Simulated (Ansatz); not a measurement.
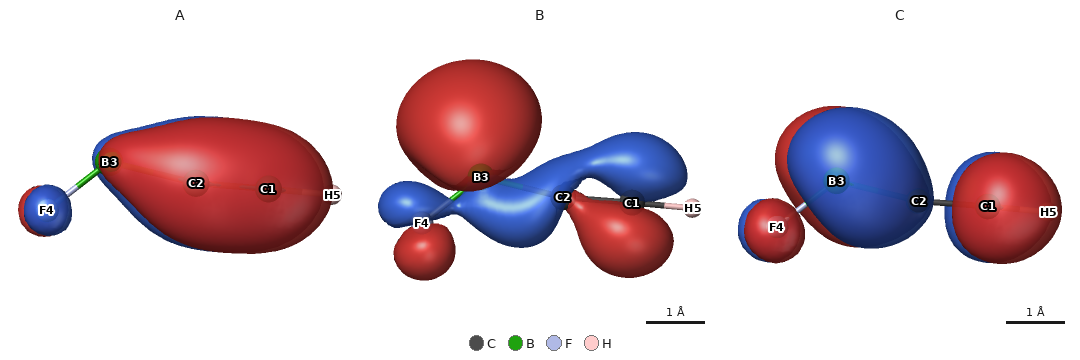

*C2HBF (SMILES C#C[B]F) (doublet). Three frontier orbitals at ±0.1 Å⁻³ᐟ² (red and blue are the two phases), in no order.*

Geometry: B3LYP-D3(BJ)/6-311G**.

Theory: isolated molecule in a Gaussian basis; Kohn-Sham density functional theory, functional PBE0 (Ansatz).

```yaml
atoms:
  - { symbol: C, position_ang: [-0.7896, -0.7576, -0.6718] }
  - { symbol: C, position_ang: [0.1876, -1.4592, -0.8250] }
  - { symbol: B, position_ang: [1.4495, -2.2498, -0.7884] }
  - { symbol: F, position_ang: [1.9540, -3.0295, -1.7149] }
  - { symbol: H, position_ang: [-1.6518, -0.1458, -0.5514] }
```

Which picture is the HOMO−1, the HOMO and the LUMO? All are α orbitals.

A is the HOMO−1 (α) (−9.16 eV). Its weight (Hirshfeld) is mainly on C2 (about 45 %), C1 (about 40 %) and B3 (about 10 %); it changes sign across the molecular plane (π type); π-bonding across C1–C2. B is the HOMO (α) (−6.12 eV). Its weight (Hirshfeld) is mainly on B3 (about 65 %), C1 (about 15 %), C2 (about 10 %) and F4 (about 10 %); it is symmetric in the molecular plane (an in-plane orbital: σ, lone-pair or in-plane π type). C is the LUMO (α) (−2.24 eV). It lies mainly on B3 (about 45 %), C1 (about 25 %), C2 (about 15 %) and F4 (about 10 %); it changes sign across the molecular plane (π type); π-bonding across C2–B3; π-antibonding (a node) across C1–C2.

What is the gap between the highest occupied and lowest empty α orbitals?

3.88 eV between the orbital energies.
